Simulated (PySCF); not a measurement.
Input

```
{"job": {"kind": "nmr", "xc": "PBE0", "basis": "pcSseg-1"}, "charge": 0, "multiplicity": 1}
Si    -0.467404     0.423818    -0.472489
C     -0.724777     0.667028     1.338627
C     -1.442037    -0.189848     2.075675
H     -0.265782     1.532126     1.834665
H     -1.921077    -1.067605     1.628504
H     -1.585295    -0.052222     3.153102
C      1.288013     0.261903    -1.017731
C      1.731459    -0.828921    -1.654315
H      1.995130     1.074758    -0.807695
H      1.064265    -1.666024    -1.886411
H      2.774361    -0.933052    -1.973556
F     -1.160177     1.647193    -1.278005
F     -1.256060    -0.921254    -0.918180
```

Run with:

```sh
OMP_NUM_THREADS=1 python probes_run.py task.json out
```

Geometry: PBE0-D3(BJ)/def2-SVP.

Method: PBE0/pcSseg-1, SCF density, gas phase, non-relativistic in PySCF 2.14.0.

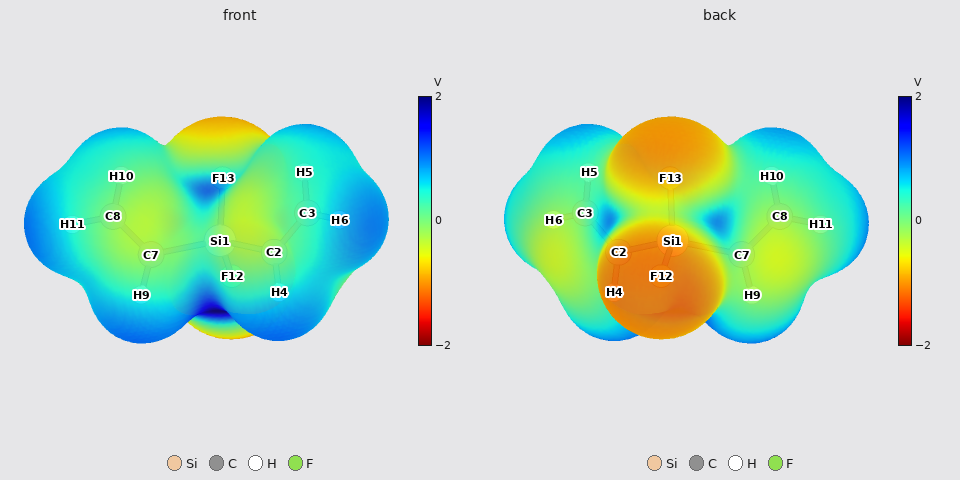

C4H6F2Si (SMILES C=C[Si](F)(F)C=C). The molecular electrostatic potential painted on the density surface at 0.002 e/bohr³, seen from the front and from behind; the colour scale runs from red (negative) to blue (positive).

Q: Where is the surface potential most negative and most positive?

A: The most negative region (about −1.2 V) lies over F12, the most positive (about +1.8 V) over Si1.

Q: How polar is the molecule by this calculation?

A: Its dipole moment is 2.53 D.
